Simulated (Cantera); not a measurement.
A closed system holds: 1 mol C₂H₅OH, 0.074 mol NH₃, 0.21 mol N₂, 0.1 mol O₂, equilibrated at 0.0370 bar.

Equilibrium computed with Cantera from the NASA thermochemical tables; the gas is ideal and each condensed phase is pure. Candidate condensed phases: C, C₆H₆, C₇H₈, C₈H₁₈, H₂O; 136 gas species. Kinetics and transport are ignored.

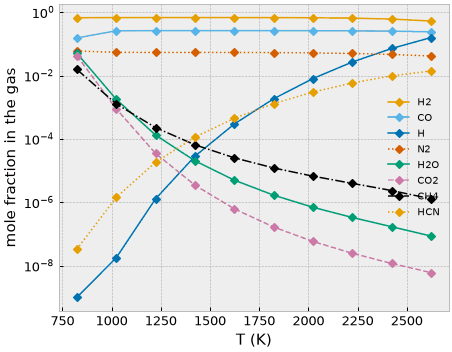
Equilibrium gas composition (values under 1e-9 drawn at 1e-9)

Problem. Read off the mole fractions at 1223 K.

Solution. H₂ about 0.68, CO about 0.26, N₂ about 0.054, CH₄ about 0.00023, H₂O about 0.00013, CO₂ about 3.5e-5, HCN about 1.8e-5, H about 1.3e-6.
